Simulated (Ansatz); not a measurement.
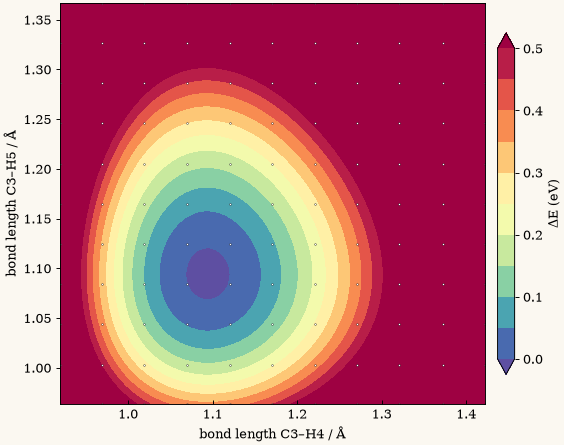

C2H2Li, SMILES [Li][C+]=C, charge +1. The first coordinate is: bond length C3–H4; the second: bond length C3–H5. Nothing is relaxed (all other coordinates rigid). Grid: 11 × 11 points. Energies: eV, counted from the lowest grid point. Computed with RKS wB97X-V/def2-TZVP (Ansatz).

In the figure: filled contours, dots at the grid points, one colour for all values above the top of the scale. Between grid points the surface is interpolated.

Question: Where is the minimum, and how stiff is the well along each coordinate?

Answer: The interpolated minimum is at bond length C3–H4 ≈ 1.094 Å, bond length C3–H5 ≈ 1.094 Å. The curvatures there are about 34 eV/Å² and 34 eV/Å², with a cross term of about 0 eV/Å². Round the minimum the contours are nearly round: the two directions are equally stiff and uncoupled.
